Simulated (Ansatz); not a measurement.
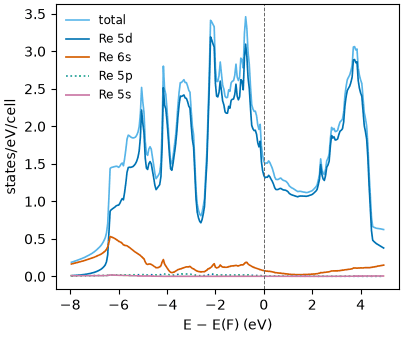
Fig. 1. Total and projected density of states of Re (hcp (Mg type), P6_3/mmc), PBE (plane waves, PAW; program Ansatz)

Q: Which orbitals carry the states next to the Fermi level?

A: Within 0.5 eV of the Fermi level: Re 5d 88 %, outside the projected shells 7 %. Projections are on Löwdin-orthogonalised atomic valence shells; empty p or d shells of many metals are not among them.

Q: Where is the tallest occupied peak in this window, and what makes it?

A: Near -0.8 eV, about 3.5 states/eV per cell; the largest projected share is Re 5d.

Symmetry was held in the PBE relaxation. No spin polarisation was allowed. Scalar-relativistic: spin–orbit coupling is off unless named, which matters more the heavier the elements.

Potentials: the later of the program's two PAW sets.
